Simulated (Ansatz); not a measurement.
# C4H11AlN2: basis-set convergence

How large a basis does C4H11AlN2 need? Two functionals are run in growing sets.

Computed with Ansatz 0.2.0, Gaussian basis. Level: one geometry, several basis sets.

The runs, in order: PBE0-D4/def2-SVP; ωB97M-V/def2-SVP; PBE0-D4/def2-QZVPP; ωB97M-V/def2-QZVPP; the functionals' def2-TZVPP values are taken from earlier runs.

### 1 The relaxed structure

An earlier PBE0-D4 in a triple-zeta def2 set relaxation fixed the geometry.

SMILES `CC1=[N+](C)[AlH2-][N]1C`, 18 atoms, charge 0, spin multiplicity 1.

Atoms are counted from 1 here; the program's logs count them from 0.

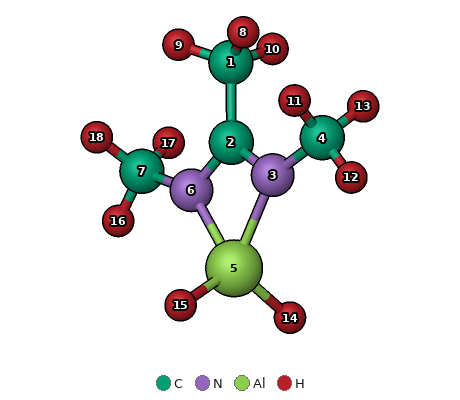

The geometry (carbon teal, nitrogen purple, aluminium green, hydrogen red); atoms are numbered from 1 in the order of the file.

Coordinates:

```
C     1.3025    0.1904    1.0995
C     0.1633    0.0092    0.1565
N     0.2336   -0.6616   -0.9849
C     1.4205   -1.3115   -1.4587
Al   -1.6141   -0.2361   -1.3522
N    -1.0485    0.5161    0.3344
C    -1.4284    1.3042    1.4704
H     1.9809   -0.6615    1.0625
H     0.9496    0.3257    2.1212
H     1.8704    1.0827    0.8193
H     1.7421   -2.1305   -0.8032
H     1.2210   -1.7432   -2.4394
H     2.2634   -0.6194   -1.5718
H    -1.8223    0.8386   -2.5120
H    -2.6201   -1.4667   -1.2295
H    -2.4603    1.6320    1.3452
H    -0.8117    2.2035    1.5848
H    -1.3795    0.7395    2.4098
```

### 2 PBE0-D4 in def2-SVP

in.yaml

```yaml
crystal:
  periodic: [false, false, false]
  atoms:
    - {symbol: C, position_ang: [1.302531, 0.190398, 1.099477]}
    - {symbol: C, position_ang: [0.163320, 0.009157, 0.156463]}
    - {symbol: N, position_ang: [0.233614, -0.661563, -0.984867]}
    - {symbol: C, position_ang: [1.420532, -1.311469, -1.458656]}
    - {symbol: Al, position_ang: [-1.614051, -0.236065, -1.352196]}
    - {symbol: N, position_ang: [-1.048539, 0.516107, 0.334424]}
    - {symbol: C, position_ang: [-1.428368, 1.304163, 1.470436]}
    - {symbol: H, position_ang: [1.980903, -0.661534, 1.062463]}
    - {symbol: H, position_ang: [0.949550, 0.325673, 2.121223]}
    - {symbol: H, position_ang: [1.870432, 1.082651, 0.819269]}
    - {symbol: H, position_ang: [1.742067, -2.130502, -0.803238]}
    - {symbol: H, position_ang: [1.221000, -1.743164, -2.439375]}
    - {symbol: H, position_ang: [2.263382, -0.619383, -1.571784]}
    - {symbol: H, position_ang: [-1.822334, 0.838587, -2.512023]}
    - {symbol: H, position_ang: [-2.620139, -1.466681, -1.229461]}
    - {symbol: H, position_ang: [-2.460288, 1.631964, 1.345186]}
    - {symbol: H, position_ang: [-0.811730, 2.203496, 1.584759]}
    - {symbol: H, position_ang: [-1.379481, 0.739466, 2.409797]}
basis:
  gaussian: {orbitals: def2-SVP}
hamiltonian: {xc: pbe0, dispersion: d4}
output: {orbitals: {seedname: orbitals}}
```

The run is started by

```console
$ ansatz run in.yaml --threads 2 --pin off --events-out ev --progress --plain --max-ram 32768MiB --backend cpu
```

The log of the run:

```text
Functional definition: PBE0
  name "PBE0"
  cite "Adamo & Barone, J. Chem. Phys. 110, 6158 (1999) doi:10.1063/1.478522"
  cite "Perdew, Burke & Ernzerhof, Phys. Rev. Lett. 77, 3865 (1996) doi:10.1103/PhysRevLett.77.3865"
  parent pbe
  parameter a = 0.25
  parameter kappa = 0.804
  parameter beta = 0.06672455060314922
  exchange = (1 - a)*pbe_x(kappa = kappa, mu = beta*pi^2/3) + a*exact_x
  correlation = pbe_c(beta = beta)
1840 factors; their error is unknown
mean field evaluation 1: about -13877.8102 eV, gradient 6.0e1 eV
mean field evaluation 2: about -13875.6582 eV, gradient 6.8e1 eV
mean field evaluation 4: about -13886.3580 eV, gradient 2.9e0 eV
mean field evaluation 8: about -13886.3764 eV, gradient 3.3e-2 eV
mean field evaluation 16: about -13886.4540 eV, gradient 9.0e-5 eV
mean field -13886.45403882 eV, -510.3177733501 hartree, gradient 1.9e-5 eV, S^2 0.000000; 0 other end points of the search recorded, 0 dependent functions left out
reference -13886.45407531 eV, -510.3177746910 hartree; 31, 31 occupied and 126, 126 virtual orbitals, 1840 factors
Total energy: -13886.82682710 eV, -510.3314730666 hartree
```

Run time: 3.5 s. Hardware: 2 threads of AMD EPYC 7R13, shared host; peak memory 0.5 GiB.

### 3 ωB97M-V in def2-SVP

Edit in.yaml of step 2 so:

```diff
@@ -23,3 +23,3 @@
   gaussian: {orbitals: def2-SVP}
-hamiltonian: {xc: pbe0, dispersion: d4}
+hamiltonian: {xc: {name: wB97M-V}}
 output: {orbitals: {seedname: orbitals}}
```

Same command.

The log of the run, cut to the lines that bear on the results:

```text
Functional definition: wB97M-V
  name "wB97M-V"
  cite "Mardirossian & Head-Gordon, J. Chem. Phys. 144, 214110 (2016) doi:10.1063/1.4952647"
  cite "Becke, J. Chem. Phys. 107, 8554 (1997) doi:10.1063/1.475007"
  cite "Vydrov & Van Voorhis, J. Chem. Phys. 133, 244103 (2010) doi:10.1063/1.3521275"
  # Of w^i u^j: cxij and so on, Table III.
[...]
  gx(w, u) = 1 - cx + cx01*u + cx10*w
  gss(w, u) = css00 + css04*u^4 + css10*w + css20*w^2 + css43*w^4*u^3
  gos(w, u) = cos00 + cos10*w + (cos20 + cos21*u)*w^2 + (cos60 + cos61*u)*w^6
[...]
      + integral(e_c_pw_mod_opposite_spin*gos(b97_w_opposite, b97_u_opposite)) + vv10(b, c)
1821 factors; their error is unknown
462 factors; integrals over basis functions are off by at most 8.1e-6 eV
[...]
mean field -13894.01685835 eV, -510.5957018417 hartree, gradient 2.4e-5 eV, S^2 0.000000; 0 other end points of the search recorded, 0 dependent functions left out
reference -13894.01691646 eV, -510.5957039770 hartree; 31, 31 occupied and 126, 126 virtual orbitals, 1821 factors
Total energy: -13894.01691646 eV, -510.5957039770 hartree
```

It took 12 s on 2 threads of AMD EPYC 7R13, shared host; peak memory 0.67 GiB.

### 4 PBE0-D4 in def2-QZVPP

Edit in.yaml of step 3 so:

```diff
@@ -22,4 +22,4 @@
 basis:
-  gaussian: {orbitals: def2-SVP}
-hamiltonian: {xc: {name: wB97M-V}}
+  gaussian: {orbitals: "def2-QZVPP.json"}
+hamiltonian: {xc: pbe0, dispersion: d4}
 output: {orbitals: {seedname: orbitals}}
```

The run is started by

```console
$ ansatz run in.yaml --threads 2 --pin off --events-out ev --progress --plain --max-ram 32768MiB --backend cuda --devices 0, --max-vram 18GiB
```

The log of the run:

```text
Functional definition: PBE0
  name "PBE0"
  cite "Adamo & Barone, J. Chem. Phys. 110, 6158 (1999) doi:10.1063/1.478522"
  cite "Perdew, Burke & Ernzerhof, Phys. Rev. Lett. 77, 3865 (1996) doi:10.1103/PhysRevLett.77.3865"
  parent pbe
  parameter a = 0.25
  parameter kappa = 0.804
  parameter beta = 0.06672455060314922
  exchange = (1 - a)*pbe_x(kappa = kappa, mu = beta*pi^2/3) + a*exact_x
  correlation = pbe_c(beta = beta)
2137 factors; their error is unknown
mean field evaluation 1: about -13883.8038 eV, gradient 7.9e1 eV
mean field evaluation 2: about -13876.0206 eV, gradient 9.6e1 eV
mean field evaluation 4: about -13897.2449 eV, gradient 5.4e0 eV
mean field evaluation 8: about -13897.3042 eV, gradient 1.0e-1 eV
mean field evaluation 16: about -13897.3107 eV, gradient 3.2e-4 eV
mean field -13897.31065214 eV, -510.7167465307 hartree, gradient 2.3e-5 eV, S^2 0.000000; 0 other end points of the search recorded, 0 dependent functions left out
reference -13897.31070705 eV, -510.7167485485 hartree; 31, 31 occupied and 711, 711 virtual orbitals, 2137 factors
Total energy: -13897.68345884 eV, -510.7304469241 hartree
```

Wall time 12 s (1 × H100 (card shared with other runs) with 2 threads of AMD EPYC 7R13, shared host); peak host memory 1.3 GiB.

### 5 ωB97M-V in def2-QZVPP

Edit in.yaml of step 4 so:

```diff
@@ -23,3 +23,3 @@
   gaussian: {orbitals: "def2-QZVPP.json"}
-hamiltonian: {xc: pbe0, dispersion: d4}
+hamiltonian: {xc: {name: wB97M-V}}
 output: {orbitals: {seedname: orbitals}}
```

Same command.

The log of the run, cut to the lines that bear on the results:

```text
Functional definition: wB97M-V
  name "wB97M-V"
  cite "Mardirossian & Head-Gordon, J. Chem. Phys. 144, 214110 (2016) doi:10.1063/1.4952647"
  cite "Becke, J. Chem. Phys. 107, 8554 (1997) doi:10.1063/1.475007"
  cite "Vydrov & Van Voorhis, J. Chem. Phys. 133, 244103 (2010) doi:10.1063/1.3521275"
  # Of w^i u^j: cxij and so on, Table III.
[...]
  gx(w, u) = 1 - cx + cx01*u + cx10*w
  gss(w, u) = css00 + css04*u^4 + css10*w + css20*w^2 + css43*w^4*u^3
  gos(w, u) = cos00 + cos10*w + (cos20 + cos21*u)*w^2 + (cos60 + cos61*u)*w^6
[...]
      + integral(e_c_pw_mod_opposite_spin*gos(b97_w_opposite, b97_u_opposite)) + vv10(b, c)
2094 factors; their error is unknown
607 factors; integrals over basis functions are off by at most 1.1e-5 eV
[...]
mean field -13905.24079068 eV, -511.0081737467 hartree, gradient 2.3e-5 eV, S^2 0.000000; 0 other end points of the search recorded, 0 dependent functions left out
reference -13905.24087934 eV, -511.0081770051 hartree; 31, 31 occupied and 711, 711 virtual orbitals, 2094 factors
Total energy: -13905.24087934 eV, -511.0081770051 hartree
```

Run time: 16 s. Hardware: 1 × H100 (card shared with other runs) with 2 threads of AMD EPYC 7R13, shared host; peak host memory 1.4 GiB.

### 6 Density functionals: the series

The def2-TZVPP values come from earlier runs at the same geometry.

```
functional       basis  functions  energy (eV)  from the largest (eV)  HOMO (eV)  LUMO (eV)
   PBE0-D4    def2-SVP        157  -13886.8268                 10.857      -6.29       0.12
   PBE0-D4  def2-TZVPP        382  -13897.0623                  0.621      -6.37       0.02
   PBE0-D4  def2-QZVPP        742  -13897.6835                  0.000      -6.39      -0.02
   ωB97M-V    def2-SVP        157  -13894.0169                 11.224      -8.50       2.24
   ωB97M-V  def2-TZVPP        382  -13904.6422                  0.599      -8.59       1.94
   ωB97M-V  def2-QZVPP        742  -13905.2409                  0.000      -8.61       1.24
```

### 7 What came out

| quantity | value |
| --- | --- |
| PBE0-D4: double and triple zeta above quadruple | 10.86, 0.62 eV |
| ωB97M-V: double and triple zeta above quadruple | 11.22, 0.60 eV |

What this shows: PBE0-D4 gains 10.24 eV from double to triple zeta, then 0.62 eV more. These are total energies; as a rule much of such shifts cancels in differences, which this series doesn't test. The LUMO of ωB97M-V is positive and keeps falling with the basis (2.24 to 1.24 eV): an unbound level that the basis holds in place.
